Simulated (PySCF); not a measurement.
**Frequency calculation, with input and output: SnH$_{4}$**

System: SnH$_{4}$.
Method: RKS-based PBE0, Sn def2-TZVP with ECP28, H def2-TZVP; non-relativistic Hamiltonian with a scalar-relativistic core potential; density fitting (PySCF 2.14.0).

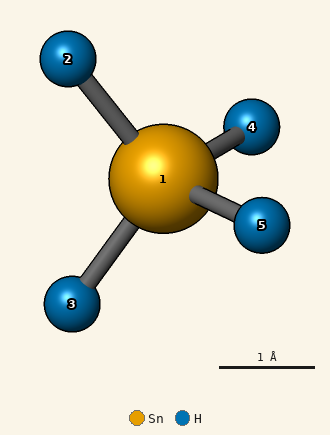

Fig. 1: The structure as given in the input (ball-and-stick view, seen at a tilt; atoms are numbered from 1 in the order of the input). Sticks mark near contacts.

### Key numbers

| quantity | value |
| --- | --- |
| outcome | converged |
| total energy | −216.664736 hartree |
| HOMO | −9.17 eV |
| LUMO | 0.68 eV |
| zero-point energy | 0.025987 hartree |
| dipole moment | 0.00 D |
| wavenumbers, lowest and highest | 684 and 1962 cm⁻¹ |
| hardware | 2 threads of Intel Xeon (Sapphire Rapids), 64 GiB of memory available, shared host |
| wall time | 11 s (CPU time 20 s) |
| peak memory | 1 GiB |

### The input
```python
from pyscf import gto, scf, dft
mol = gto.M(atom='''
Sn     0.000000     0.000000    -0.000000
H      1.391009    -0.000072     0.983592
H     -1.391009    -0.000000     0.983592
H      0.000036     1.391045    -0.983541
H     -0.000036    -1.390973    -0.983643''',
    basis={'Sn': 'def2-TZVP', 'H': 'def2-TZVP'},
    ecp={'Sn': 'def2-TZVP'},
    charge=0, spin=0)
mf = dft.RKS(mol, xc='PBE0')
mf.grids.atom_grid = (75, 302)
aux = {'Sn': 'def2-universal-JKFIT', 'H': 'def2-universal-JKFIT'}
mf = mf.density_fit(auxbasis=aux)
mf.conv_tol = 1e-09
mf.diis_space = 10
mf.max_cycle = 60
mf.verbose = 4
mf.kernel()
```

The script is an equivalent of the set-up of the self-consistent field. The run itself was carried out by a driver, which started from the orbitals of the step before it where there was one and computed the further properties.

Run as:
```bash
OMP_NUM_THREADS=2 python axn.py task.json out
```

### The program's output
```
init E= -216.664736103818
  HOMO = -0.336815138320684  LUMO = 0.0251322369089322  gap/eV = 9.84909
cycle= 1 E= -216.664736103818  delta_E= -4.26e-13  |g|= 4.79e-06  |ddm|= 1.14e-05
  HOMO = -0.336815634842238  LUMO = 0.0251317815527087  gap/eV = 9.84909
Extra cycle  E= -216.66473610382  delta_E= -1.14e-12  |g|= 4.59e-06  |ddm|= 1.09e-05
converged SCF energy = -216.66473610382
```

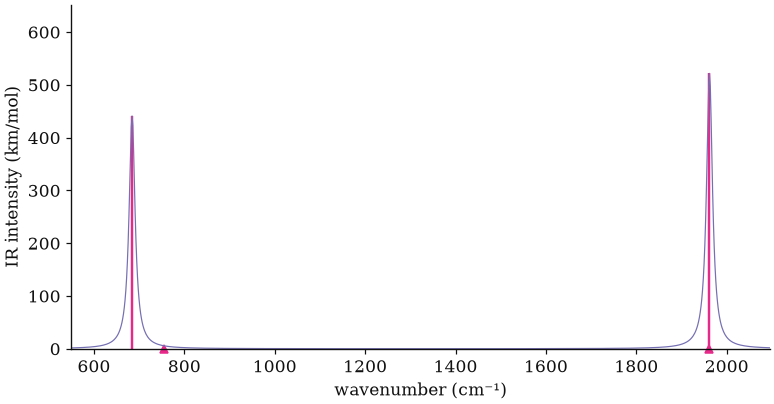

Fig. 2: Harmonic infrared spectrum, unscaled: sticks (degenerate modes added up, dark ones marked on the axis) with a Lorentzian envelope of 16 cm⁻¹ full width, scaled to the tallest stick. 9 modes from 684 to 1962 cm⁻¹, none imaginary. The strongest line is at 1962 cm⁻¹ (522 km/mol). All modes, in cm⁻¹ (km/mol): 684 (147), 684 (147), 684 (147), 754 (0.0), 754 (0.0), 1961 (0.0), 1962 (174), 1962 (174), 1962 (174).

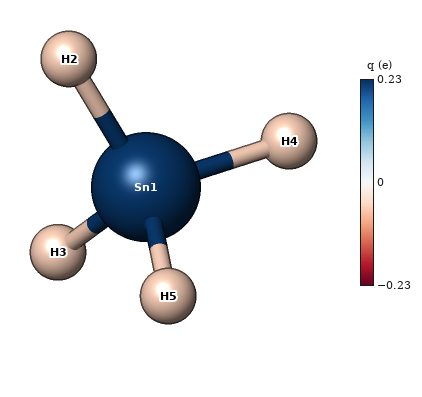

Fig. 3: Mulliken charges, as the colour of each atom (ball-and-stick view, seen at a tilt; atoms are numbered from 1 in the order of the input). By element: Sn +0.22 and H −0.06 e.
